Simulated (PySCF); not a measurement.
H₃NSi (SMILES N=[SiH2])

```xyz
5

N     0.3110   -0.3438    1.1016
Si   -0.1736   -0.0596   -0.4001
H     0.7668    0.3872    1.6449
H    -0.8281   -1.1640   -1.1423
H    -0.0644    1.1895   -1.2191
```

Geometry: PBE0-D3(BJ)/def2-SVP.

The calculation used wB97X-D/def2-SVPD, SCF density, gas phase (PySCF 2.14.0).

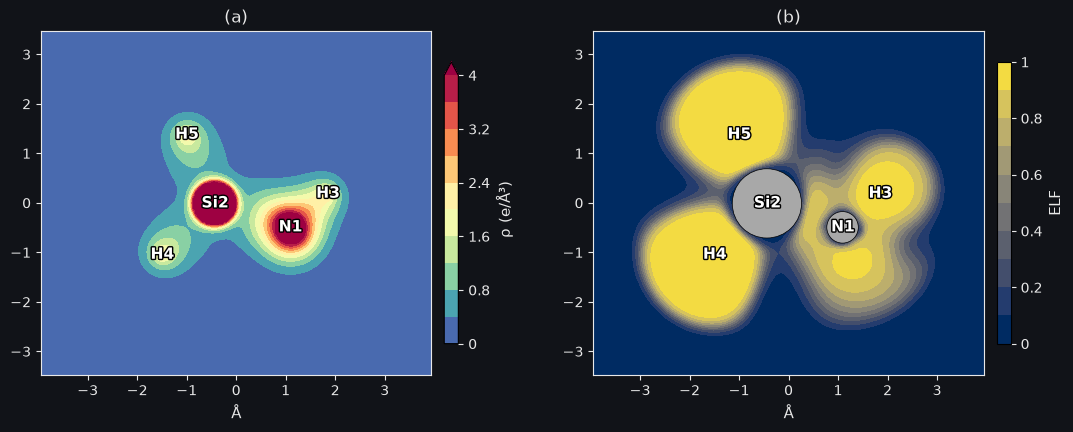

Figure 1. (a) electron density; (b) ELF on the molecular plane. Grey discs cover the atomic cores in the ELF map.

> Read the bonding off the picture.

- The plane passes through N, Si and H nuclei.
- Si–N (1.60 Å): ρ is about 1.3 e/Å³ halfway; the ELF peaks at about 0.90 between the atoms; a polar covalent bond.
- N–H (1.02 Å): the density is about 2.7 e/Å³ at the midpoint; the ELF climbs to about 1 towards the hydrogen, as it does in any bond to H (a covalent bond by its length).
- Si–H (1.48 Å): ρ is about 0.79 e/Å³ halfway; the ELF climbs to about 1 towards the hydrogen.
- The ELF also peaks beside N1, away from the bonds: lone-pair regions.

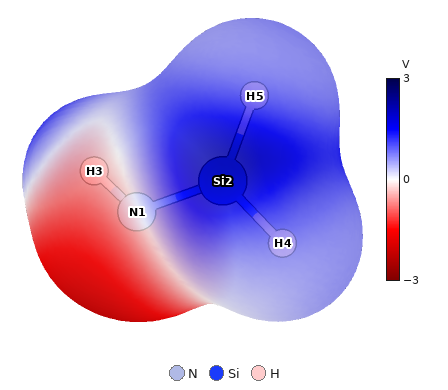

Figure 2. The electrostatic potential painted on the density surface at 0.002 e/bohr³, seen at a tilt; red is negative and blue positive.

> Which sites attract a positive test charge, and which a negative one?

A positive charge is drawn to the negative regions and a negative charge to the positive ones. The most negative region (about −2.1 V) lies over N1, the most positive (about +2.2 V) over Si2. N1 is the likeliest acceptor of a hydrogen bond.

> What dipole moment does the calculation give?

Its dipole moment is 2.62 D.
